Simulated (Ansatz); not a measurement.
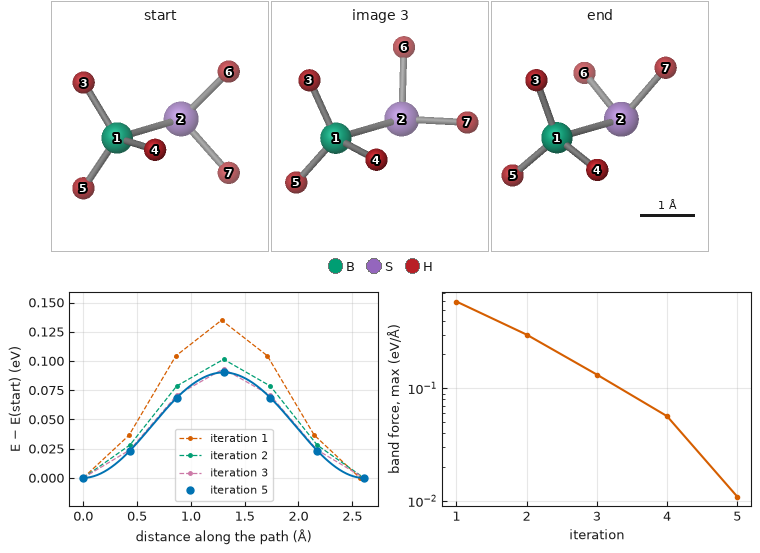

A nudged-elastic-band calculation for BH$_{5}$S. Images are numbered from 0 (start) to 6 (end). The plot follows the band through its iterations. Style: ball-and-stick. Shown at a tilt.

Method: RKS PBE0/def2-SVP in Ansatz 0.2.0.

Input
```yaml
crystal:
  periodic: [false, false, false]
  atoms:
    - { symbol: B, position_ang: [-0.531521, -0.46642, -0.51034] }
    - { symbol: S, position_ang: [0.574973, 0.98468, 0.295307] }
    - { symbol: H, position_ang: [-1.637891, 0.037395, -0.433678] }
    - { symbol: H, position_ang: [-0.347253, -1.462009, 0.160679] }
    - { symbol: H, position_ang: [-0.075962, -0.485661, -1.639828] }
    - { symbol: H, position_ang: [0.289424, 0.913526, 1.616916] }
    - { symbol: H, position_ang: [1.78943, 0.410589, 0.465045] }
basis:
  gaussian: { orbitals: def2-SVP }
hamiltonian:
  xc: pbe0
neb:
  order_check: false
  images: 5
  f_tol: 0.05
  max_iterations: 60
  initial_path: idpp
  final_atoms:
    - { symbol: B, position_ang: [-0.49316635, -0.50787641, -0.51165861] }
    - { symbol: S, position_ang: [1.03942945, 0.49600207, 0.27686005] }
    - { symbol: H, position_ang: [-1.45367676, -0.30400097, 0.20448913] }
    - { symbol: H, position_ang: [-0.0401704, -1.63911861, -0.49817646] }
    - { symbol: H, position_ang: [-0.53151236, -0.00660963, -1.62175867] }
    - { symbol: H, position_ang: [0.53392728, 1.72959538, 0.51497133] }
    - { symbol: H, position_ang: [1.00636914, 0.16410817, 1.58937423] }
```

Command:
```bash
ansatz run input.yaml --threads 1 --pin off --max-ram 2048MiB --backend cpu --events-out ev --progress --plain --runs-dir out
```

**How did the profile develop, and is the result final?**

The result is final at these settings. The band converged in 5 iterations. The largest component of the band force went from 0.59 to 0.011 eV/Å. The climbing image converged on the top of the path. Its vibrational analysis gives one imaginary mode (238i cm⁻¹), as a transition state must have. The first iteration put the highest image at 0.135 eV. The two ends have the same energy, and the highest point, image 3, lies 0.090 eV above the start.

Cost: 59 s on 1 thread of Arm Neoverse N1, on a shared host, peak memory 0.1 GiB.
